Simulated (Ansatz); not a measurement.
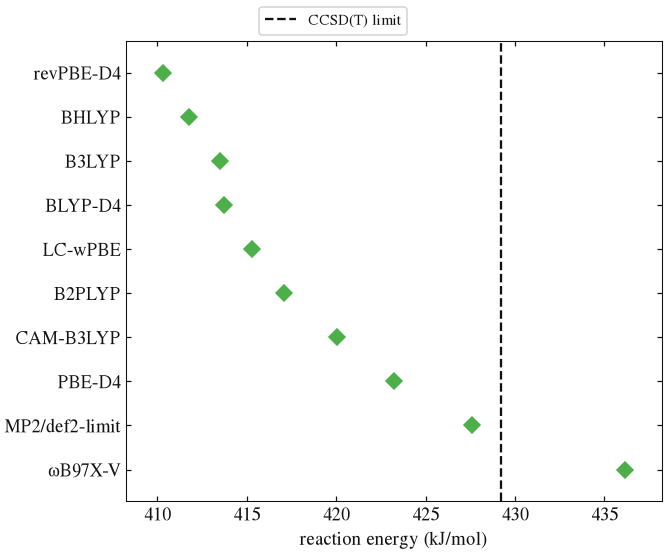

Electronic reaction energy of B₂H₄O (BBO) → BH₂ ([BH2]) [doublet] + BH₂O ([BH]O) [doublet] (SMILES in brackets) at several levels (functionals in def2-TZVPP unless a basis is named), isolated molecules at PBE0-D4 triple-zeta geometries, minima by their frequencies, no zero-point or thermal terms, the Ansatz code. The line is frozen-core CCSD(T) at the basis limit (MP2 extrapolated from triple and quadruple zeta, plus CCSD(T) less MP2 in a smaller set). B2PLYP holds a correlation term that converges slowly with the basis, so part of the distance to the limit is basis error. No dispersion term is added to BHLYP, B3LYP, LC-wPBE, B2PLYP and CAM-B3LYP. The limit lies 9.2 kJ/mol from CCSD(T)/def2-TZVPP, so the line itself is uncertain by a part of that.

Question: What do zero-point energy and temperature add?

Answer: Zero-point change −22.5 kJ/mol; at 298.15 K and 1 bar the CCSD(T) limit plus thermal terms gives an enthalpy of reaction of 413.1 and a free energy of 366.4 kJ/mol (harmonic PBE0-D4 modes, ideal gas).

Question: Which level comes closest to the line (CCSD(T) limit), and which misses most?

Answer: Closest MP2/def2-limit (427.6 kJ/mol), against 429.2 kJ/mol; farthest revPBE-D4 (410.3 kJ/mol).
